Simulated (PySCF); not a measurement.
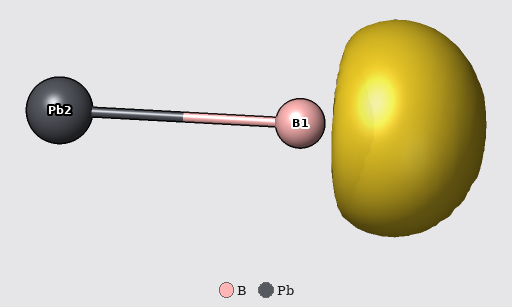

*BPb (quartet). Isosurface of the ELF at 0.9 (yellow), seen from one side. Only the valence region is drawn (cores and ρ < 0.01 e/Å³ removed).*

Core potentials replace the inner electrons of Pb.

These are results of PBE0/cc-pVDZ(-PP), non-relativistic Hamiltonian with scalar-relativistic core potentials where named, at a bond length of 2.265 Å (PySCF 2.14.0), not measurements.

```json
{"atom": "B", "x (Å)": "0.0000", "y (Å)": "0.0000", "z (Å)": "-2.1511"}
{"atom": "Pb", "x (Å)": "0.0000", "y (Å)": "0.0000", "z (Å)": "0.1139"}
```

Identify the bonds, lone pairs and shells in this picture.

At this value the surface marks out one lobe on B, pointing away from the bonds (non-bonding electrons). Profiles from the grid: B–Pb (2.26 Å): the ELF peaks at about 0.85 in the valence shell of B, 0.7 Å from its nucleus, and drops to about 0.25 between the two atoms.
